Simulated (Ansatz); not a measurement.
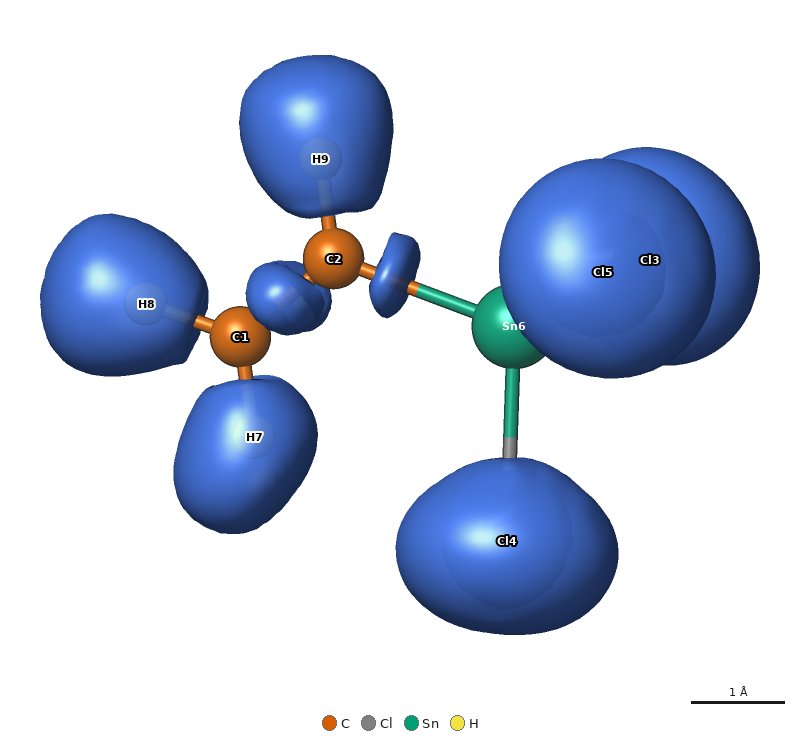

The picture shows: C2H3Cl3Sn (SMILES C=[CH][Sn]([Cl])([Cl])[Cl]). Isosurface of the electron localisation function at 0.8 (blue), seen across its widest extent. Core shells and regions of very low density are left out.

Geometry: PBE0-D4/def2-SVP; core potentials replace the inner electrons of Sn.

Computed with Ansatz, isolated molecule in a Gaussian basis; Kohn-Sham density functional theory, functional PBE0.

```xyz
9

C     0.1946   -1.6912    0.2924
C    -0.3805   -0.5575    0.6938
Cl   -1.9488    2.1918   -1.2581
Cl    1.4264    0.7601   -2.1348
Cl    0.9821    2.8944    0.9402
Sn   -0.0186    1.2370   -0.3611
H     0.8594   -1.7343   -0.5773
H     0.0192   -2.6329    0.8254
H    -1.0453   -0.5138    1.5627
```

**Describe the localisation domains.**

At this value the surface marks out one region between bonded C–C atoms (shared pairs), three regions around hydrogen nuclei, one lobe of the valence shell of C pointing towards Sn (polar bonds) and three regions wrapped around Cl (the valence shell of each).

Values along the shortest contacts:
C–C (1.33 Å): the ELF peaks at about 0.95 between the atoms (a short, multiple covalent bond). C–Sn (2.11 Å): the ELF peaks at about 0.90 in the valence shell of C, 0.7 Å from its nucleus, and drops to about 0.20 between the two atoms.
